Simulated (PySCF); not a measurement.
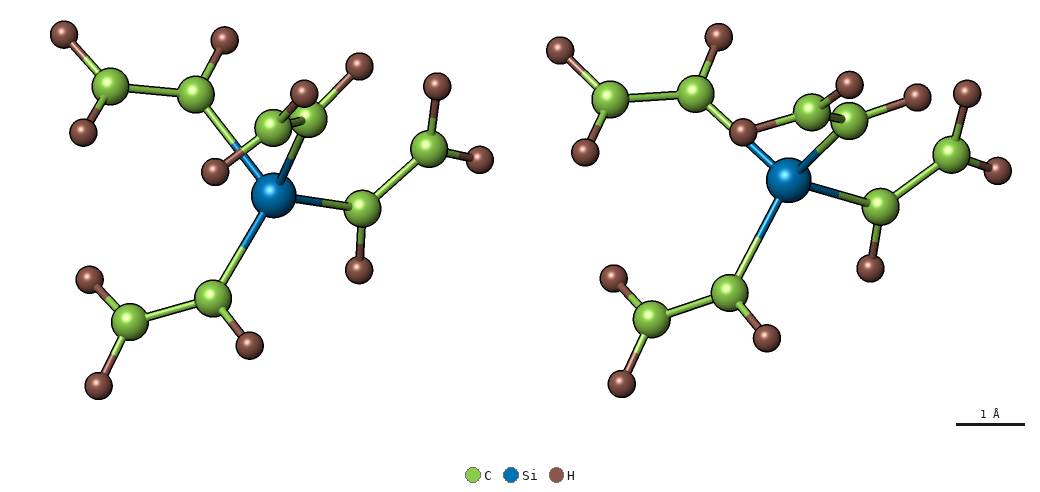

Two geometries of C8H12Si (charge +1, multiplicity 2), drawn at one scale. One is the start of a relaxation, the other its converged end. The picture is a ball-and-stick view, seen from a free direction.

The calculation used PBE0-D3(BJ)/def2-SVP geometry optimisation, gas phase in PySCF. 

Q: Which geometry has the lower energy?

A: The left one is the relaxed one. The start comes from GFN2-xTB. The energy falls by 13.7 kcal/mol in 10 geometry steps. The largest force component goes from 1.7 to 0.022 eV/Å. The atom that moves furthest after the best rigid fit is an H atom (0.74 Å). By element the largest moves are H 0.74 Å, C 0.37 Å, Si 0.26 Å. Near-neighbour distances that change, for instance: C–Si 1.903 → 1.843 Å, C–C 1.318 → 1.356 Å, C–Si 1.918 → 1.898 Å, C–H 1.082 → 1.097 Å. Bond angles that change, for instance: C–Si–C 100.6° → 79.6°, C–Si–C 104.6° → 117.5°, C–Si–C 105.9° → 113.5°. Groups turn about C–Si by about 25°.
